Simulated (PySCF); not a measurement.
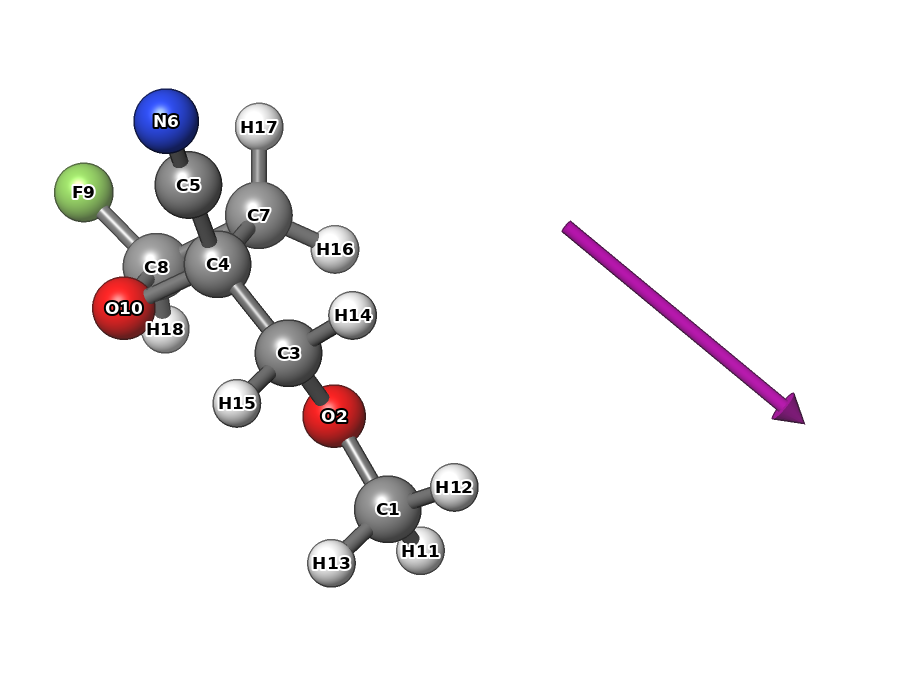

The arrow beside the molecule shows the direction of the dipole moment, from the negative to the positive end (its length means nothing). Computed geometry: GFN2-xTB optimisation. No frequency run is at hand to confirm it as a minimum. Level of theory: PBE0/pcSseg-1, gas phase (PySCF 2.14.0).

Q: Estimate the dipole moment.

A: 5.36 D; it points from the side of N6 to the side of H11 (the outermost atoms at the two ends).
